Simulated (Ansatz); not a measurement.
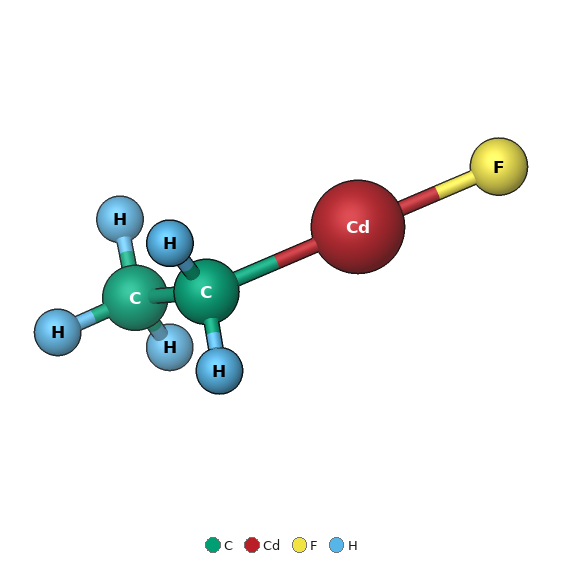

Give the formula.

C₂H₅CdF, 9 atoms: 2 carbon, 5 hydrogen, 1 cadmium and 1 fluorine.

Write the SMILES.

C[CH2][Cd][F]

How many sets of symmetry-equivalent atoms are there?

7: 1 C, 1 C, 1 Cd, 1 F, 2 H, 1 H, 2 H.

How many bonds of each kind are drawn?

5 C–H, 1 C–C, 1 C–Cd, 1 Cd–F.

The parts below concern this one geometry. Atoms keep their numbers from picture to picture. The computed structure is the end point of a PBE0-D4/def2-TZVP optimisation.

**Shape**

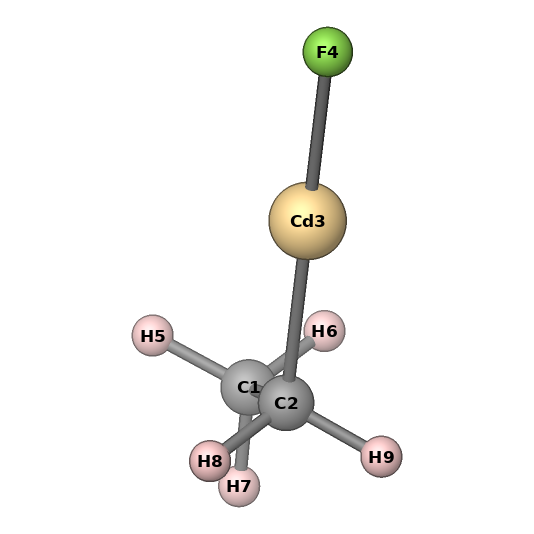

C1 lies behind C2. The molecule seen a little off the C2–C1 bond, C2 in front. Depth is shown by fading: the farther an atom, the more it takes the colour of the background.

What is the torsion angle Cd3–C2–C1–H5? The sign is positive where the front bond must turn clockwise to cover the back bond.

−60°, synclinal (gauche). The bonds about C2–C1 are staggered.

**Charges**

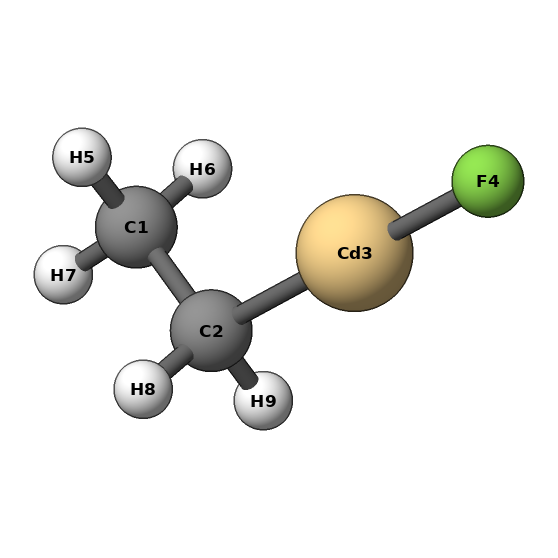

The questions are on Mulliken charges. Properties computed with RKS r2SCAN-D4/def2-TZVPP, core potentials on Cd (Ansatz 0.2.0).

Which atom carries the highest charge (most positive or least negative)?

Cd3 (0.69 e).

And the lowest?

F4 (−0.56 e).

Give the Mulliken charges atom by atom.

```
atom  value (e)
  C1      −0.13
  C2      −0.29
 Cd3       0.69
  F4      −0.56
  H5       0.04
  H6       0.04
  H7       0.04
  H8       0.08
  H9       0.08
```

**Electronic properties**

Method: RKS BLYP-D4/def2-TZVPP, core potentials on Cd (Ansatz 0.2.0).

Predict the main results.

- HOMO energy (Kohn–Sham orbital): −6.68 eV
- LUMO energy (Kohn–Sham orbital): −1.64 eV
- HOMO–LUMO gap: 5.04 eV
- dispersion correction: −31.6 kJ/mol

**Dipole moment**

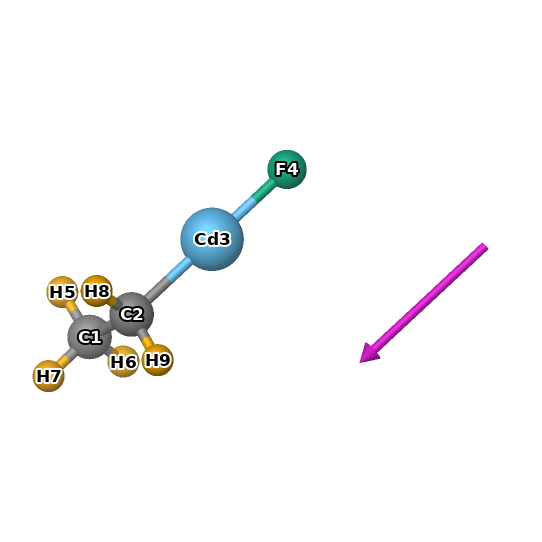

The arrow beside the molecule shows the direction of the dipole moment, from the negative to the positive end (its length means nothing). Method: RKS ωB97M-V/def2-TZVPP, core potentials on Cd (Ansatz 0.2.0).

Estimate the dipole moment.

3.50 D; it points from the side of F4 to the side of H7 (the outermost atoms at the two ends).

Mulliken values depend strongly on the basis set and can even reverse the polarity of a bond.
